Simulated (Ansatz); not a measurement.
# LuNi2B2C (I4/mmm): phonon-mediated transition temperature, part 2 of 2

What Tc do the phonons of LuNi2B2C (I4/mmm) give, and how does it depend on μ*? The cell shown first is a relaxed one, from steps not shown here.

Ansatz 0.2.0; DFT PBEsol, scalar-relativistic, plane waves, PAW.

So far, log mean phonon energy ħω_log (meV): step 2 (electron–phonon run: q 4×4×4, k 12×12×12, scattering …) 21.9.

### Step 3. Coupling and resistivity: q 4×4×4, k 16×16×16, scattering 24×24×24

The next rung changes the k mesh of the density and its response; the scattering mesh, which samples the Fermi surface.

input.yaml reads:

```yaml
crystal:
  lattice:
    - [-1.7140161661, 1.7140161661, 5.233208164]
    - [1.7140161661, -1.7140161661, 5.233208164]
    - [1.7140161661, 1.7140161661, -5.233208164]
  atoms:
    - { symbol: Lu, position: [0.0, 0.0, 0.0] }
    - { symbol: Ni, position: [0.75, 0.25, 0.5] }
    - { symbol: Ni, position: [0.25, 0.75, 0.5] }
    - { symbol: B, position: [0.3576610214, 0.3576610214, 0.0] }
    - { symbol: B, position: [0.6423389786, 0.6423389786, 0.0] }
    - { symbol: C, position: [0.5, 0.5, 0.0] }
kpoints:
  mp_grid: { grid: [16, 16, 16] }
hamiltonian:
  xc: pbesol
scf:
  occupations: { method: methfessel_paxton, width: 0.2 }
output:
  eigenvalues: true
phonons:
  method: dfpt
  qmesh: [4, 4, 4]
  temperatures: { t_max: 1000, t_step: 50 }
  qpath:
    path:
      - [0.0, 0.0, 0.0]
      - [0.0, 0.0, 0.5]
      - [0.25, 0.25, 0.25]
      - [0.0, 0.5, 0.0]
      - [0.0, 0.0, 0.0]
      - [0.5, 0.5, -0.5]
    npoints: 6
  electrical_resistivity:
    mesh: [24, 24, 24]
    temperatures: [20.0, 50.0, 80.0, 100.0, 150.0, 200.0, 273.0, 300.0, 400.0, 500.0, 600.0, 800.0]
  superconductivity: { mesh: [24, 24, 24] }
```

Command:

```console
$ ansatz run input.yaml --threads 16 --pin off --max-ram 61440MiB --backend cuda --events-out ev --progress --plain --runs-dir out --max-vram 78GiB
```

Numbers of over 12 decimals in the logs are rounded to 6 here.

The log of the run:

```text
[...]
Crystal: 6 atoms, lattice volume = 61.498 Å³
Basis set: ecut = 420 eV, 1193 PW (Γ), exchange–correlation on 80×80×80 points (8 copies of the dense FFT grid, shifted against one another)
Bands: 43, of which v1, the nominal top of the filled ones, is band 36 counted from 1 (35 counted from 0)
Symmetry: 16 space group operations
k-points: 349 of 4096
[...]
SCF iter   1: F=—  HF=-26776.708811 eV  |F-HF|=—  |Δ(HF+E_count)|=         —  Δρ=1.54e-2  dr2=1.12e-1  ethr=1.77e-3  ⟨swp⟩=6.2  Hψ=68419  notcnv=0
[...]
SCF iter   2: F=—  HF=-26776.693795 eV  |F-HF|=—  |Δ(HF+E_count)|=   1.50e-2  S|Δr|=    0.00e0  Δρ=4.34e-3  dr2=1.60e-2  ethr=1.58e-4  ⟨swp⟩=2.0  Hψ=29789  notcnv=0  defer=3
[...]
SCF iter  13: F=-26776.690641 eV  HF=-26776.690641 eV  |F-HF|=3.64e-12  |Δ(HF+E_count)|=  3.27e-11  S|Δr|=    0.00e0  Δρ=1.10e-7  dr2=4.38e-12  ethr=1.00e-12  ⟨swp⟩=13.2  Hψ=129844  notcnv=0
SCF 1 converged in 13 iterations: F = -26776.690641 eV  dr2 = 4.38e-12
[...]
NSCF: frozen V_eff on 349 k-points, pencils in batches of 32, up to order 172
[...]
NSCF: frozen V_eff on 349 k-points
[...]
SCF 2 converged in 13 iterations: F = -26776.690641 eV  dr2 = 4.38e-12
[...]
SCF converged after 13 iterations
[...]
vibrations of 64 cells: unjudged by the run; compare a larger repeat
[...]
--- Superconductivity: potentials and phonons of a 4×4×4 supercell ---
           mesh         λ    ħω_log (meV)  μ* declared at (meV)
       24×24×24    0.9034          21.865               36.629
       12×12×12    0.8185          22.083               36.784
          6×6×6    0.6367          23.402               38.573
[...]
0.08     16.635        17.865        16.180        16.600        19.083        19.889         19.717
      0.10     14.960        15.952        14.105        14.392        17.095        17.816         17.689
      0.12     13.329        14.129        12.200        12.319        15.266        15.866         15.797
      0.13     12.533        13.251        11.309        11.337        14.409        14.938         14.901
      0.14     11.752        12.394        10.460        10.392        13.590        14.043         14.038
      0.16     10.238        10.750         8.882         8.620        12.059        12.348         12.412
      0.20      7.438         7.755         6.200         5.579         9.407         9.350          9.550
[...]
vibrations of 64 cells: unjudged by the run; compare a larger repeat
[...]
```

It took 9.8 min on 1 × NVIDIA GB200 with 16 threads of Arm Neoverse V2, shared host; peak memory 19 GiB; 75 min of CPU time.

This step gave:

```yaml
zero_point_energy: 0.4304 eV/cell
resistivity_at_300_k: 38.83 μΩ cm, mean of the axes
coupling_constant_lambda: 0.9034
density_of_states_at_the_fermi_level: 1.755 states/eV a spin and cell
log_mean_phonon_energy_omega_log: 21.87 meV
transport_coupling_constant_lambda_tr: 0.9275, 0.9275, 0.9112 (xx, yy, zz)
drude_plasma_energy: 4.767, 4.767, 4.626 eV (xx, yy, zz)
resistivity_times_mean_free_path: 9.52, 9.52, 9.649 × 10⁻¹⁶ Ω m² (xx, yy, zz)
second_moment_phonon_energy_omega: 36.63 meV
```

Transition temperatures:

```
  μ*  McMillan Tc (K)  Allen–Dynes Tc (K)  isotropic Fermi-surface Tc (K)  isotropic full bandwidth Tc (K)  anisotropic Fermi-surface Tc (K)  anisotropic full bandwidth Tc (K)  anisotropic narrow window Tc (K)
0.08             16.6                17.9                            16.2                             16.6                              19.1                               19.9                              19.7
 0.1               15                  16                            14.1                             14.4                              17.1                               17.8                              17.7
0.12             13.3                14.1                            12.2                             12.3                              15.3                               15.9                              15.8
0.13             12.5                13.3                            11.3                             11.3                              14.4                               14.9                              14.9
0.14             11.8                12.4                            10.5                             10.4                              13.6                                 14                                14
0.16             10.2                10.8                            8.88                             8.62                              12.1                               12.3                              12.4
 0.2             7.44                7.75                             6.2                             5.58                              9.41                               9.35                              9.55
```

The Eliashberg function α²F has structure finer than the step of the table below, so its rows give means over 10 meV, whole bins alone (the curve runs from 0.64 to 163 meV). Peaks (meV: height): α²F 9.6: 0.267, 13.4: 0.45, 28.8: 0.194, 58.2: 0.984, 60.8: 0.583, 105.6: 0.538, 161.9: 0.144; α²F tr 9.6: 0.336, 13.4: 0.424, 58.2: 1.10, 105.6: 0.482, 161.9: 0.240.

Eliashberg function α²F against phonon energy; means over each step:

```
phonon energy (meV)     α²F  α²F tr
                 10   0.192   0.196
                 20   0.220   0.210
                 30   0.113   0.108
                 40  0.0527  0.0542
                 50   0.132   0.134
                 60   0.444   0.492
                 70       0       0
                 80       0       0
                 90       0       0
                100  0.0348  0.0319
                110  0.0803  0.0675
                120       0       0
```

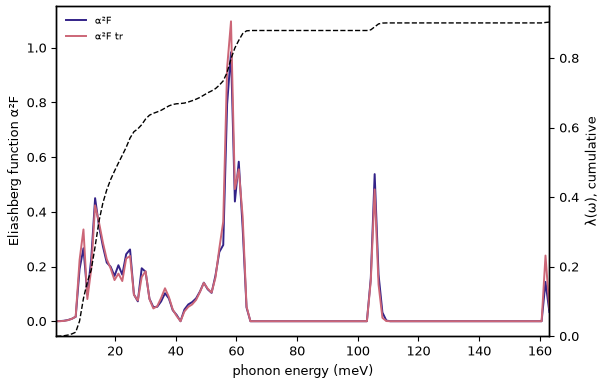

Eliashberg function α²F, plotted against phonon energy. The dashed line is the running λ.

The Eliashberg function α²F has structure finer than the step of the table below, so its rows give means over 10 meV, whole bins alone (the curve runs from 0.64 to 163 meV). Peaks (meV: height): α²F 13.4: 0.45, 58.2: 0.984, 60.8: 0.583, 105.6: 0.538; Lu 9.6: 0.247, 13.4: 0.137; Ni 13.4: 0.228, 25.0: 0.255, 30.1: 0.139, 36.5: 0.0889; B 58.2: 0.788, 105.6: 0.533; C 54.4: 0.164, 58.2: 0.148, 62.1: 0.247, 161.9: 0.0923.

The Eliashberg function α²F by phonon energy; means over each step:

```
phonon energy (meV)     α²F       Lu      Ni       B        C
                 10   0.192   0.0928  0.0723  0.0183  0.00853
                 20   0.220   0.0392   0.158  0.0157  0.00649
                 30   0.113   5.9e-4  0.0938  0.0135  0.00510
                 40  0.0527   1.1e-4  0.0363  0.0110  0.00524
                 50   0.132   8.7e-4  0.0317  0.0492   0.0504
                 60   0.444  0.00149  0.0215   0.293    0.128
                 70       0        0       0       0        0
                 80       0        0       0       0        0
                 90       0        0       0       0        0
                100  0.0348   1.7e-5  2.7e-4  0.0345   1.7e-5
                110  0.0803   3.4e-5  5.8e-4  0.0797   3.4e-5
                120       0        0       0       0        0
```

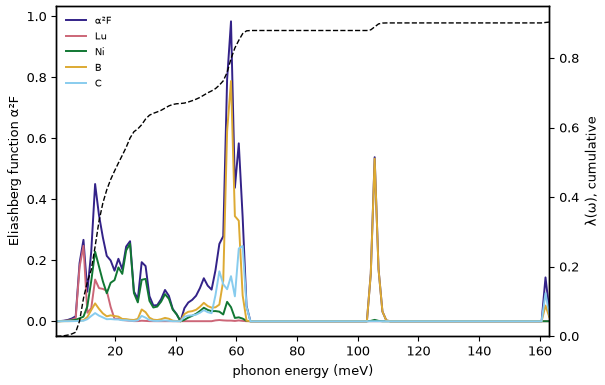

Eliashberg function α²F, plotted against phonon energy. The dashed line is the running λ.

Anisotropic full-bandwidth solution, weighted at the Fermi level. Gaps:

```
 mu*  T (K)  mean gap (meV)  5 % (meV)  95 % (meV)  mean Z
 0.1   4.45            2.61       1.34        3.62    1.81
 0.1   8.91            2.48       1.27        3.45    1.81
 0.1   13.4            2.01       1.03         2.8    1.83
 0.1     16            1.36      0.702         1.9    1.84
0.13   3.73             2.1      0.964        2.99    1.82
0.13   7.47            1.99      0.913        2.84    1.82
0.13   11.2            1.61      0.739         2.3    1.83
0.13   13.4            1.09      0.503        1.56    1.84
0.16   3.09            1.65      0.663        2.43    1.83
0.16   6.17            1.56      0.626         2.3    1.83
0.16   9.26            1.26      0.505        1.86    1.84
0.16   11.1           0.853      0.343        1.26    1.85
```

The dTc/da2F by phonon energy:

```
phonon energy (meV)  dTc/da2F (K/meV)
                 10              3.77
                 20              2.96
                 30              2.31
                 40              1.87
                 50              1.55
                 60              1.32
                 70              1.14
                 80             0.994
                 90             0.878
                100             0.785
                110             0.706
                120             0.640
                130             0.583
                140             0.535
                150             0.492
                160             0.455
```

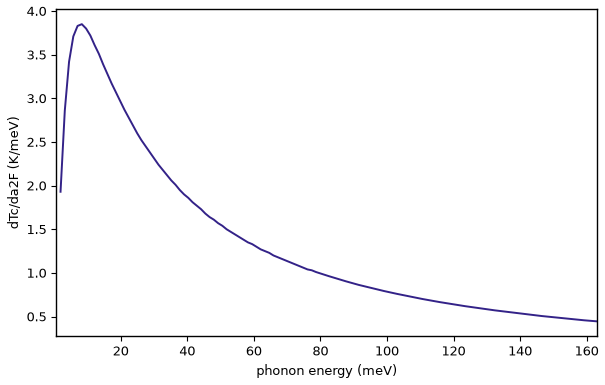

dTc/da2F, plotted against phonon energy.

The share of the Fermi-level states by lambda of a state:

```
lambda of a state  share of the Fermi-level states
            0.411                            0.106
            0.480                           0.0665
            0.549                           0.0833
            0.619                           0.0572
            0.688                           0.0337
            0.757                           0.0459
            0.827                           0.0257
            0.896                           0.0308
            0.965                            0.107
            1.030                           0.0703
            1.100                           0.0668
            1.170                            0.123
            1.240                           0.0679
            1.310                           0.0591
            1.380                           0.0261
            1.450                           0.0114
            1.520                           0.0061
            1.590                           0.0022
            1.660                           0.0046
            1.730                           5.0e-4
            1.800                           0.0027
            1.870                           0.0013
            1.940                           0.0013
            2.010                                0
```

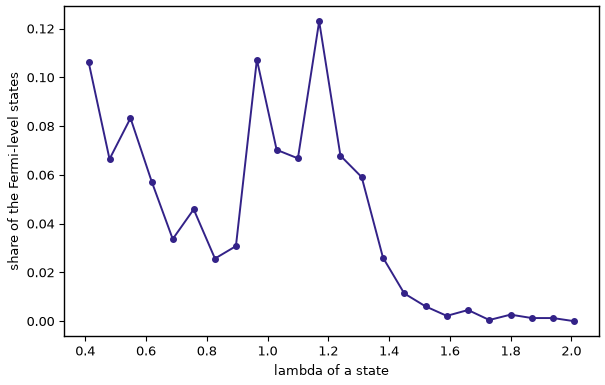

Share of the Fermi-level states, plotted against lambda of a state.

### Step 4. Results

```
meshes                                 : q 4×4×4, k 16×16×16, scattering 24×24×24
coupling constant λ                    : 0.903
log mean phonon energy ħω_log          : 21.9 meV
Allen–Dynes Tc at μ* = 0.1             : 16 K
Allen–Dynes Tc at μ* = 0.13            : 13.3 K
anisotropic Eliashberg Tc at μ* = 0.1  : 17.8 K
anisotropic Eliashberg Tc at μ* = 0.13 : 14.9 K
```

In words: In the last run (PBEsol, q 4×4×4, k 16×16×16, scattering 24×24×24), with λ = 0.90 and ħω_log = 21.9 meV, Tc at μ* = 0.13 is 12 K by McMillan's formula, 13 K by Allen and Dynes's and 15 K by the anisotropic Eliashberg equations. Allen and Dynes's formula meets the measured 16 K at μ* near 0.10. Raising μ* from 0.10 to 0.16 lowers the Allen–Dynes value from 16 to 11 K. The mean gap at a quarter of Tc gives 2Δ/k_B Tc = 3.27, against 3.53 in weak-coupling theory. The gap spreads from 0.96 to 3.0 meV over nine tenths of the Fermi surface. By the run's own test λ is not converged in the fine mesh: it moves by 9 % between the two finest, and by up to 17 % in the other runs. The run's transport test calls it not converged in the mesh; ρ(300 K) moves by 6 % in the component that moves most. λ of these runs moves by 9 to 17 % between their two finest meshes, and Tc by more, so small gaps between the runs or to the measured value rank nothing. The runs are not spin-polarised; where the real material orders magnetically, these values do not describe it. Over the runs, λ takes the values 0.873 and 0.903, in the order shown. μ* is a typed number, phonons are harmonic, and spin fluctuations are left out; at μ* = 0.13 McMillan's formula turns 1 % in λ into about 2.0 % in Tc.

Comparison with the measured values:

```
                                                   quantity  measured  Allen–Dynes, PBEsol, q 4×4×4, fine 16×16×16  Eliashberg, PBEsol, q 4×4×4, fine 16×16×16  Allen–Dynes, PBEsol, q 4×4×4, fine 24×24×24  Eliashberg, PBEsol, q 4×4×4, fine 24×24×24
superconducting transition temperature (μ* = 0.13) (kelvin)        16                              12.30 (-23.1 %)                             14.10 (-11.9 %)                              13.30 (-16.9 %)                              14.90 (-6.9 %)
```

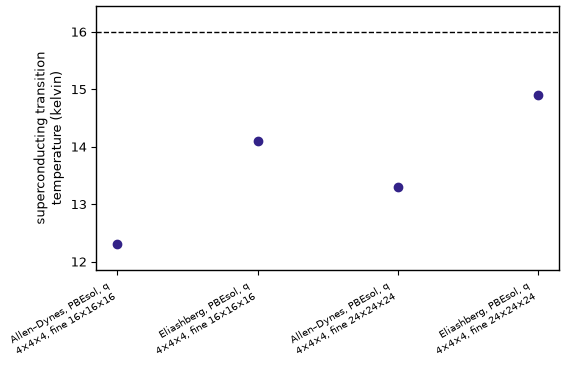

The superconducting transition temperature by level; the dashed line is the measured value.

Measured values from arxiv:cond-mat/0309686 (2003).

**Verdict.** For the superconducting transition temperature, of the levels listed nearest comes Eliashberg, PBEsol, q 4×4×4, fine 24×24×24 (-6.9 %) and farthest Allen–Dynes, PBEsol, q 4×4×4, fine 16×16×16 (-23.1 %). The magnetic state of these runs (no moments) need not be that of the sample, so the match is not graded. Limits of convergence are named above.

[Logs are printed without paths, hosts, clocks, repeated set-up lines and the standing remarks that a program may print on its own settings, such as how far it seeks lower states.]

[Hosts, paths, dates, database ids (printed as entryN), source tags and the programs' standing remarks are cut or masked in the printed files.]
